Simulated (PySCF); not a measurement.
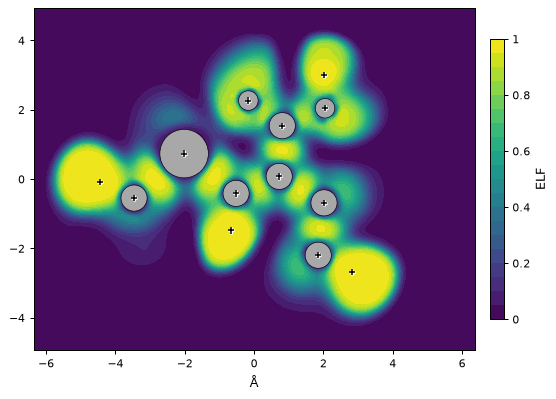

The ELF on a plane through atoms (crosses mark nuclei in the plane; grey discs cover the cores).

Level of theory: PBE0/pcSseg-1, SCF density, gas phase, non-relativistic (PySCF).

Candidates:
A. C$_{6}$H$_{11}$FO$_{2}$Si (SMILES CC/C(=C/[SiH2]CF)C(=O)O)
B. C$_{5}$H$_{9}$Al (SMILES C=[C]1CC[CH2][AlH]1)
C. C$_{8}$H$_{10}$BN (SMILES CC#C[BH2-][N+]#CCC#CC)

**Which system is this?**

Candidate A: C$_{6}$H$_{11}$FO$_{2}$Si on the plane of atoms C3, C8 and O10, which holds C, Si, O and H. C–O (1.22 Å): the ELF peaks at about 0.85 between the atoms (a multiple bond). C–C (1.34 Å): the ELF peaks at about 0.90 between the atoms; a multiple bond.
